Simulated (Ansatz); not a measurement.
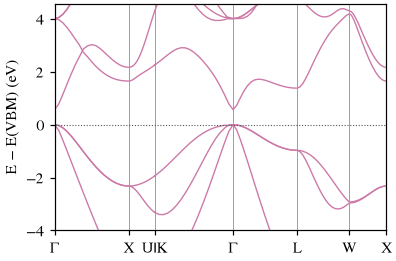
Figure. Band structure from the program Ansatz at the PBEsol level (PAW)

Read off the gap and where the band edges lie.

About 0.6 eV (0.56 eV by a search for the band edges); maximum at Γ, minimum at Γ.

Which of these materials gives this?
A. BP, zinc blende
B. InP, zinc blende
C. ZnS, zinc blende
D. GaN, zinc blende

B, InP, zinc blende

Space group F-43m (zinc blende). The cell was relaxed with PBEsol under the symmetry of its start. Scalar-relativistic: spin–orbit coupling is off unless named, which matters more the heavier the elements.

Potentials: the earlier of the program's two PAW sets. The files were generated under PBE; for other functionals the program regenerates the frozen cores, and for LDA and PBEsol the local potential too.
